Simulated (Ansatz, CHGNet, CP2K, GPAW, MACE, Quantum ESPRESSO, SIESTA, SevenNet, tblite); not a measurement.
# H15W3C3S4N3 (P-1) (56 atoms) in CP2K

How do the settings of CP2K change the result for H15W3C3S4N3 (P-1) (56 atoms)? A plane-wave run serves as the yardstick.

Program: CP2K 2026.2. Level of theory: the method is named at each step. Results are calculated unless marked as measured.

### Step 1. Set-up

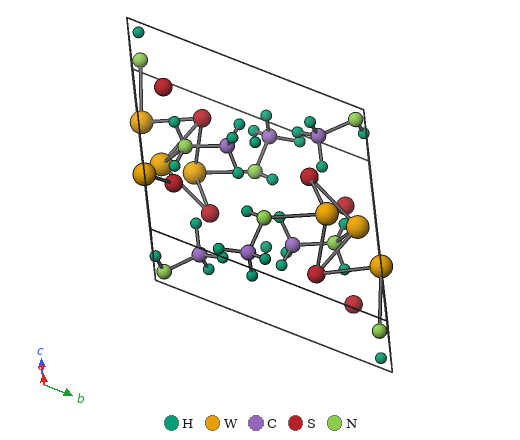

The cell as given, from a free direction (hydrogen teal, tungsten orange, carbon purple, sulfur red, nitrogen green). Bonds to atoms that aren't drawn are left out. Some periodic images of atoms are drawn too.

The cell holds 56 atoms: 30 H, 6 W, 6 C, 8 S and 6 N. Cell: a = 9.085 Å, b = 9.160 Å, c = 9.566 Å, α = 103.7°, β = 116.6°, γ = 106.3°. It derives from H15W3C3S4N3 (P-1), repeated 1×1×1. H15W3C3S4N3, space group P-1, structure from the Crystallography Open Database, 1 x 1 x 1 conventional cells; positions as listed; bonds to H set to neutron lengths (C-H 1.089, N-H 1.015, O-H 0.983, B-H 1.19 Å) where the listed ones are shorter. Then every atom was moved at random, 0.03 Å r.m.s. a Cartesian component (hydrogen 0.6 of that).

The yardstick, on the same geometry:

| Property | Result |
| --- | --- |
| method | Kohn-Sham DFT, PBE, SSSP efficiency 1.3.0 pseudopotentials, plane waves (Quantum ESPRESSO 7.5); sssp-pbe-1.3.0-efficiency, cutoffs 60/480 Ry, Γ point |
| r.m.s. force component | 0.8734 eV/Å |
| longest force | 4.54 eV/Å |
| pressure | 3.567 GPa |
| gap (highest filled to lowest empty level) | 0.543 eV |
| time | 3.2 min on 2 MPI ranks of Arm Neoverse V1, shared host |
| CPU time | 6.5 min |

### Step 2. PBE, DZVP-UZH, 600/50 Ry, diagonalisation

Method: Kohn-Sham DFT, PBE, GTH-PBE pseudopotentials, Gaussian and plane waves, DZVP-MOLOPT (UZH set), diagonalisation.

Contents of input.inp:

```
&GLOBAL
  PROJECT cell
  RUN_TYPE ENERGY_FORCE
  PRINT_LEVEL LOW
&END GLOBAL
&FORCE_EVAL
  METHOD QS
  STRESS_TENSOR ANALYTICAL
  &DFT
    BASIS_SET_FILE_NAME BASIS_MOLOPT_UZH
    POTENTIAL_FILE_NAME POTENTIAL_UZH
    &MGRID
      CUTOFF 600
      REL_CUTOFF 50
      NGRIDS 5
    &END MGRID
    &QS
      EPS_DEFAULT 1.0E-12
    &END QS
    &SCF
      SCF_GUESS ATOMIC
      EPS_SCF 5.0E-06
      MAX_SCF 200
      ADDED_MOS 24
      &DIAGONALIZATION
        ALGORITHM STANDARD
      &END DIAGONALIZATION
      &SMEAR ON
        METHOD FERMI_DIRAC
        ELECTRONIC_TEMPERATURE [K] 580
      &END SMEAR
      &MIXING
        METHOD BROYDEN_MIXING
        ALPHA 0.15
        NBROYDEN 12
      &END MIXING
      &PRINT
        &RESTART OFF
        &END RESTART
      &END PRINT
    &END SCF
    &XC
      &XC_FUNCTIONAL PBE
      &END XC_FUNCTIONAL
    &END XC
    &PRINT
      &MULLIKEN ON
      &END MULLIKEN
      &HIRSHFELD ON
        SHAPE_FUNCTION DENSITY
      &END HIRSHFELD
      &MO ON
        EIGENVALUES T
        OCCUPATION_NUMBERS T
        MO_INDEX_RANGE 97 120
        &EACH
          QS_SCF 0
        &END EACH
        ADD_LAST NUMERIC
      &END MO
    &END PRINT
  &END DFT
  &SUBSYS
    &CELL
      A 9.08470 0.00000 0.00000
      B -2.56559 8.79358 0.00000
      C -4.28655 -3.61609 7.74969
    &END CELL
    &COORD
      SCALED
      H 0.03860 0.50502 0.36763
      H 0.96740 0.50470 0.63846
      H 0.82023 0.43515 0.31720
      H 0.17254 0.56601 0.68133
      H 0.64486 0.99033 0.97029
      H 0.35290 0.01008 0.03282
      H 0.84148 0.04462 0.98809
      H 0.15735 0.95624 0.01014
      H 0.49218 0.86079 0.52284
      H 0.51138 0.13901 0.47762
      H 0.39821 0.83833 0.32003
      H 0.59712 0.15946 0.67404
      H 0.82269 0.29114 0.07650
      H 0.17798 0.70549 0.92046
      H 0.93786 0.49101 0.08757
      H 0.05836 0.50756 0.91410
      H 0.71387 0.42608 0.03440
      H 0.28319 0.56967 0.95830
      H 0.61834 0.78930 0.73106
      H 0.38071 0.20554 0.26619
      H 0.57723 0.69844 0.86445
      H 0.42658 0.30634 0.13775
      H 0.78898 0.75792 0.88726
      H 0.20205 0.23947 0.10757
      H 0.24246 0.59113 0.33047
      H 0.75272 0.40733 0.66944
      H 0.45610 0.57725 0.43952
      H 0.54275 0.41586 0.55676
      H 0.36443 0.56263 0.22799
      H 0.64078 0.44524 0.77622
      W 0.98036 0.78602 0.41932
      W 0.03605 0.22568 0.59756
      W 0.89691 0.99992 0.28405
      W 0.11372 0.01628 0.72602
      W 0.76707 0.91618 0.46543
      W 0.22786 0.08273 0.52852
      C 0.84273 0.41992 0.11009
      C 0.15914 0.57365 0.89179
      C 0.67978 0.78793 0.86146
      C 0.31384 0.20568 0.13515
      C 0.37485 0.62179 0.34671
      C 0.62136 0.38060 0.65141
      S 0.71322 0.12571 0.34087
      S 0.29207 0.87401 0.66200
      S 0.66304 0.71092 0.17853
      S 0.33694 0.28460 0.80846
      S 0.08351 0.86220 0.24138
      S 0.90905 0.12663 0.74836
      S 0.86307 0.72749 0.59691
      S 0.14069 0.27323 0.40079
      N 0.91711 0.50673 0.29421
      N 0.09029 0.49309 0.70711
      N 0.75094 0.96071 0.99690
      N 0.24625 0.04132 0.99887
      N 0.47433 0.80808 0.41389
      N 0.51950 0.19532 0.59196
    &END COORD
    &KIND H
      BASIS_SET DZVP-MOLOPT-PBE-GTH-q1
      POTENTIAL GTH-PBE-q1
    &END KIND
    &KIND W
      BASIS_SET DZVP-MOLOPT-PBE-GTH-q14
      POTENTIAL GTH-PBE-q14
    &END KIND
    &KIND C
      BASIS_SET DZVP-MOLOPT-PBE-GTH-q4
      POTENTIAL GTH-PBE-q4
    &END KIND
    &KIND S
      BASIS_SET DZVP-MOLOPT-PBE-GTH-q6
      POTENTIAL GTH-PBE-q6
    &END KIND
    &KIND N
      BASIS_SET DZVP-MOLOPT-PBE-GTH-q5
      POTENTIAL GTH-PBE-q5
    &END KIND
  &END SUBSYS
  &PRINT
    &FORCES ON
    &END FORCES
    &STRESS_TENSOR ON
    &END STRESS_TENSOR
  &END PRINT
&END FORCE_EVAL
```

On the command line:

```
$ OMP_NUM_THREADS=1 mpirun -np 4 cp2k.psmp -i input.inp > output.txt
```

Numbers of over 12 decimals in the logs are rounded to 6 here.

The program printed:

```text
CP2K| version string:                                       CP2K version 2026.2
 CP2K| Input file name                                                 input.inp
 GLOBAL| Basis set file name                                    BASIS_MOLOPT_UZH
 GLOBAL| Potential file name                                       POTENTIAL_UZH
 GLOBAL| Run type                                                   ENERGY_FORCE
 GLOBAL| Total number of message passing processes                             4
 GLOBAL| Number of threads for this process                                    1
 TOTAL NUMBERS AND MAXIMUM NUMBERS
  Total number of            - Atomic kinds:                                   5
                             - Atoms:                                         56
                             - Shell sets:                                    56
                             - Shells:                                       238
                             - Primitive Cartesian functions:                278
                             - Cartesian basis functions:                    616
                             - Spherical basis functions:                    566
  Maximum angular momentum of- Orbital basis functions:                        3
                             - Local part of the GTH pseudopotential:          2
                             - Non-local part of the GTH pseudopotential:      4
 SCF PARAMETERS         Density guess:                                    ATOMIC
                        max_scf:                                             200
                        eps_scf:                                        5.00E-06
                        added MOs                                        24    0
                        Mixing method:                            BROYDEN_MIXING
                                                charge density mixing in g-space
                        Smear method:                                FERMI_DIRAC
                        Electronic temperature [K]:                        580.0
                        Electronic temperature [a.u.]:                  1.84E-03
                        Accuracy threshold:                             1.00E-10
 Extrapolation method: initial_guess
 Number of electrons:                                                        216
 Number of occupied orbitals:                                                108
 Number of molecular orbitals:                                               132
 Number of orbital functions:                                                566
 Number of independent orbital functions:                                    566
 SCF WAVEFUNCTION OPTIMIZATION
  Step     Update method      Time    Convergence         Total energy    Change
     1 NoMix/Diag. 0.15E+00    2.5     2.24406184      -604.1305604524 -6.04E+02
     2 Broy./Diag. 0.15E+00    4.3     0.07078639      -585.7056191479  1.84E+01
     3 Broy./Diag. 0.15E+00    4.3     0.17697891      -594.4661647801 -8.76E+00
     4 Broy./Diag. 0.15E+00    4.3     0.02821488      -601.7120932916 -7.25E+00
[...]
17 Broy./Diag. 0.15E+00    4.4     0.00000690      -602.5379265170  1.60E-04
    18 Broy./Diag. 0.15E+00    4.4     0.00000143      -602.5378451500  8.14E-05
  *** SCF run converged in    18 steps ***
  Electronic density on regular grids:       -216.0000000000        0.0000000000
  Core density on regular grids:              215.9999999998       -0.0000000002
  Total charge density on r-space grids:       -0.0000000002
  Total charge density g-space grids:          -0.0000000002
  Overlap energy of the core charge distribution:               9.53707e-06
  Self energy of the core charge distribution:              -1078.614889
  Core Hamiltonian energy:                                    262.212349
  Hartree energy:                                             315.170742
  Exchange-correlation energy:                               -101.305801
  Electronic entropic energy:                                  -0.000255665
  Fermi energy:                                                 0.142847
  Total energy:                                              -602.537845
  Total energy (extrapolated to T->0):                       -602.537717
 MO| EIGENVALUES AND OCCUPATION NUMBERS
 MO|
 MO|  Index      Eigenvalue [a.u.]        Eigenvalue [eV]             Occupation
 MO|     97               0.076413               2.079305               2.000000
 MO|     98               0.079753               2.170188               2.000000
 MO|     99               0.082235               2.237729               2.000000
[...]
MO|    119               0.277272               7.544957               0.000000
 MO|    120               0.279074               7.593996               0.000000
 MO| Sum:                                                             216.000000
 MO| E(Fermi):            0.142847 a.u.          3.887077 eV
 !-----------------------------------------------------------------------------!
                     Mulliken Population Analysis
 #  Atom  Element  Kind  Atomic population                           Net charge
       1     H        1          0.774924                              0.225076
       2     H        1          0.767128                              0.232872
       3     H        1          0.734369                              0.265631
[...]
55     N        5          5.355641                             -0.355641
      56     N        5          5.394158                             -0.394158
 # Total charge                            216.000000                 -0.000000
 !-----------------------------------------------------------------------------!
 !-----------------------------------------------------------------------------!
                           Hirshfeld Charges
  #Atom  Element  Kind  Ref Charge     Population                    Net charge
      1       H      1       1.000          0.914                         0.086
      2       H      1       1.000          0.911                         0.089
      3       H      1       1.000          0.896                         0.104
[...]
55       N      5       5.000          5.144                        -0.144
     56       N      5       5.000          5.134                        -0.134
  Total Charge                                                           -0.000
 !-----------------------------------------------------------------------------!
 ENERGY| Total FORCE_EVAL ( QS ) energy [hartree]           -602.537876
 FORCES| Atomic forces [hartree/bohr]
 FORCES|   Atom     x               y               z               |f|
 FORCES|      1  6.80443810E-03 -1.23257111E-02  2.62239418E-03   1.43213297E-02
 FORCES|      2  1.65852954E-02 -6.15139254E-03  9.08397640E-03   1.98854288E-02
 FORCES|      3  2.87273405E-02  2.05859045E-02 -5.15932781E-04   3.53455195E-02
[...]
FORCES|     55  6.40308017E-02 -2.35510515E-02 -6.35377891E-02   9.32289989E-02
 FORCES|     56 -7.19573064E-03  2.67171258E-02 -4.42119239E-02   5.21562802E-02
 FORCES| Sum     5.38270205E-05 -8.51031473E-06  1.30236819E-05
 FORCES| Total atomic force                                       5.60302587E-05
 STRESS| Analytical stress tensor [bar]
 STRESS|                        x                   y                   z
 STRESS|      x        4.53256162372E+04   1.93134608107E+03   2.15670431366E+03
 STRESS|      y        1.93134608107E+03   2.33509958936E+04  -1.49645989555E+03
 STRESS|      z        2.15670431366E+03  -1.49645989555E+03   3.85384810774E+04
 STRESS| 1/3 Trace                                             3.57383644027E+04
```

The job ended after 90 s (4 MPI ranks of Arm Neoverse V1, shared host; peak memory 3.2 GiB).

Banners, paths, timers and routine set-up lines are dropped from the logs unmarked, and long logs keep their key lines alone; longer cuts are marked.

Numbers from this run, and their distance from the reference:

| Item | Value |
| --- | --- |
| r.m.s. force component | 0.8954 eV/Å |
| r.m.s. difference of force components | 81.25 meV/Å |
| longest difference of force vectors | 316.4 meV/Å |
| force difference over r.m.s. force | 9.303 % |
| slope of forces against the reference's | 1.021 |
| correlation of force components | 0.9961 |
| gap (highest filled to lowest empty level) | 0.5454 eV |
| gap difference | 0.0024 eV |
| pressure | 3.574 GPa |
| pressure difference | 0.0065 GPa |

Length of the force difference by element (eV/Å):

```
element  atoms   mean   most
      C      6   0.13   0.15
      H     30  0.076   0.27
      N      6   0.26   0.32
      S      8  0.060  0.070
      W      6   0.20   0.22
```

Levels nearest the highest filled one (eV from it): -1.53, -1.44, -1.37, -0.58, -0.47, -0.40, -0.33, -0.30, -0.29, -0.16, -0.08, 0.00, 0.55, 0.64, 3.32, 3.37, 3.53, 3.57, 3.60, 3.68, 3.79, 3.82, 3.93, 3.98.

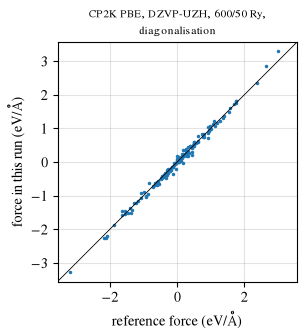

Force components against those of the reference; the line marks equality.

A closer look about H24, picked at random: 10 atoms, nearest first, numbered in the order of the input, with positions taken from that point.

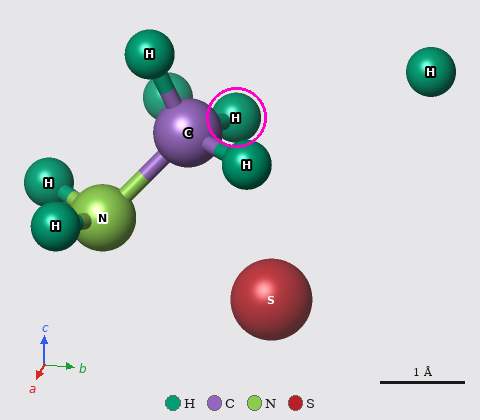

The atoms of the table, within 2.9 Å (arrows a, b, c point along x, y, z); some may hide others; the central atom is ringed.

```
atom      x      y      z  distance (Å)  bonds  Hirshfeld charge (e)     Fx     Fy  Fz (eV/Å)
 H24   0.00   0.00   0.00          0.00      1                  0.03  -0.40   0.09       0.02
 C40   0.98  -0.40   0.21          1.08      4                 -0.08   1.77   1.07       1.04
 H22   1.74   0.48   0.23          1.82      1                  0.03  -1.08  -1.17      -0.15
 H20   1.03  -0.87   1.23          1.83      1                  0.02  -0.26   0.29      -0.72
 N54   1.38  -1.35  -0.84          2.10      4                 -0.13  -0.01   0.10       0.22
  H8   0.74  -2.14  -0.76          2.38      1                  0.10  -0.40  -0.46      -0.07
 H29   0.13   2.41   0.93          2.58      1                  0.04   0.00   0.04      -0.38
  H7  -2.26  -1.28  -0.93          2.76      1                  0.10   0.48   0.76      -0.25
 S48  -0.83   0.31  -2.78          2.92      3                 -0.13  -1.37  -0.04       0.91
  H6   2.28  -1.75  -0.58          2.93      1                  0.10   0.39   0.00       0.06
```

Forces lie 9.3 % from the reference's, at 0.93 times its CPU time (on 4 against 2 cores).

### Step 3. GFN1-xTB, diagonalisation

Method: GFN1-xTB tight binding (the program's own implementation), diagonalisation.

Contents of input.inp:

```
&GLOBAL
  PROJECT cell
  RUN_TYPE ENERGY_FORCE
  PRINT_LEVEL LOW
&END GLOBAL
&FORCE_EVAL
  METHOD QS
  STRESS_TENSOR ANALYTICAL
  &DFT
    &QS
      METHOD XTB
      &XTB
        GFN_TYPE 1
        DO_EWALD T
        CHECK_ATOMIC_CHARGES F
      &END XTB
    &END QS
    &SCF
      SCF_GUESS ATOMIC
      EPS_SCF 1.0E-06
      MAX_SCF 200
      ADDED_MOS 42
      &DIAGONALIZATION
        ALGORITHM STANDARD
      &END DIAGONALIZATION
      &SMEAR ON
        METHOD FERMI_DIRAC
        ELECTRONIC_TEMPERATURE [K] 580
      &END SMEAR
      &MIXING
        METHOD BROYDEN_MIXING
        ALPHA 0.15
        NBROYDEN 8
      &END MIXING
      &PRINT
        &RESTART OFF
        &END RESTART
      &END PRINT
    &END SCF
    &PRINT
      &MULLIKEN ON
      &END MULLIKEN
    &END PRINT
  &END DFT
  &SUBSYS
    &CELL
      A 9.08470 0.00000 0.00000
      B -2.56559 8.79358 0.00000
      C -4.28655 -3.61609 7.74969
    &END CELL
    &TOPOLOGY
      COORD_FILE_NAME structure.xyz
      COORD_FILE_FORMAT XYZ
    &END TOPOLOGY
  &END SUBSYS
  &PRINT
    &FORCES ON
    &END FORCES
    &STRESS_TENSOR ON
    &END STRESS_TENSOR
  &END PRINT
&END FORCE_EVAL
```

Contents of structure.xyz:

```xyz
56

H -2.52087 3.11155 2.84902
H 4.75689 2.12939 4.94787
H 4.97543 2.67950 2.45820
H -2.80523 2.51350 5.28010
H -0.84162 5.19989 7.51945
H 3.03944 -0.03004 0.25434
H 3.29462 -3.18065 7.65739
H -1.06731 8.37211 0.07858
H 0.02169 5.67879 4.05185
H 2.24175 -0.50472 3.70141
H 0.09498 6.21466 2.48013
H 2.12624 -1.03517 5.22360
H 6.39902 2.28353 0.59285
H -4.13870 2.87532 7.13328
H 6.88507 4.00107 0.67864
H -4.69034 1.15780 7.08399
H 5.24469 3.62238 0.26659
H -2.99664 1.54414 7.42653
H 0.45869 4.29719 5.66549
H 1.79027 0.84487 2.06289
[... 32 atom lines left out ...]
N 0.08401 4.84320 7.72567
N -2.15061 -3.24865 7.74093
N 0.46178 5.60925 3.20752
N 1.68092 -0.42302 4.58751
```

On the command line:

```
$ OMP_NUM_THREADS=1 cp2k.psmp -i input.inp > output.txt
```

The program printed:

```text
CP2K| version string:                                       CP2K version 2026.2
 CP2K| Input file name                                                 input.inp
 GLOBAL| Basis set file name                                           BASIS_SET
 GLOBAL| Potential file name                                           POTENTIAL
[... lines left out ...]
                        Smear method:                                FERMI_DIRAC
[... lines left out ...]
 Number of electrons:                                                        168
[... lines left out ...]
  Step     Update method      Time    Convergence         Total energy    Change
[... lines left out ...]
  *** SCF run converged in    77 steps ***
[... lines left out ...]
  Fermi energy:                                                -0.297461
  Total energy:                                               -92.028916
  Total energy (extrapolated to T->0):                        -92.028829
[... lines left out ...]
 ENERGY| Total FORCE_EVAL ( QS ) energy [hartree]            -92.028916
[... lines left out ...]
 FORCES|      1  3.43034266E-03 -1.01245527E-02 -3.36118203E-03   1.12058629E-02
 FORCES|      2  1.73189908E-02 -6.82117533E-03  1.34591420E-02   2.29700757E-02
 FORCES|      3  3.13815328E-02  2.12253129E-02 -4.70189295E-03   3.81762008E-02
[...]
FORCES|     55  4.66143772E-02 -2.13738425E-02 -5.87150031E-02   7.79563525E-02
 FORCES|     56  4.88626848E-03  2.58309667E-02 -3.95222388E-02   4.74670604E-02
 FORCES| Sum     2.55698240E-15 -6.03336825E-15  2.15105711E-15
 FORCES| Total atomic force                                       6.89686437E-15
 STRESS| Analytical stress tensor [bar]
 STRESS|                        x                   y                   z
 STRESS|      x        6.05316753419E+04   7.33539315749E+03   5.14395894994E+03
 STRESS|      y        7.33539315749E+03   4.11401079145E+04  -7.44184356783E+02
 STRESS|      z        5.14395894994E+03  -7.44184356783E+02   5.82990875854E+04
 STRESS| 1/3 Trace                                             5.33236236139E+04
```

Elapsed: 4.2 s, on 1 thread; peak memory 0.2 GiB.

Against the reference:

```
r.m.s. force component                  : 1.304 eV/Å
r.m.s. difference of force components   : 853.8 meV/Å
longest difference of force vectors     : 5682 meV/Å
force difference over r.m.s. force      : 97.75 %
slope of forces against the reference's : 1.137
correlation of force components         : 0.7614
pressure                                : 5.332 GPa
pressure difference                     : 1.765 GPa
```

Against the first run (9.3 %), the force difference from the reference is 98 %, at 0.012 times the CPU time (on 1 against 4 cores) (77 SCF steps against 18); the model has changed, so this is no error of the program alone.

The difference per atom is largest on W (4.4 eV/Å on average, against 0.39 on N).

[end of part 1 of 4]

[Also dropped from logs without a mark: logging warnings of Python, and SIESTA's first energy breakdown and zero terms.]

[Logs are printed without paths, hosts, clocks, repeated set-up lines and the standing remarks that a program may print on its own settings, such as how far it seeks lower states.]

[Hosts, paths, dates, database ids (printed as entryN), source tags and the programs' standing remarks are cut or masked in the printed files.]
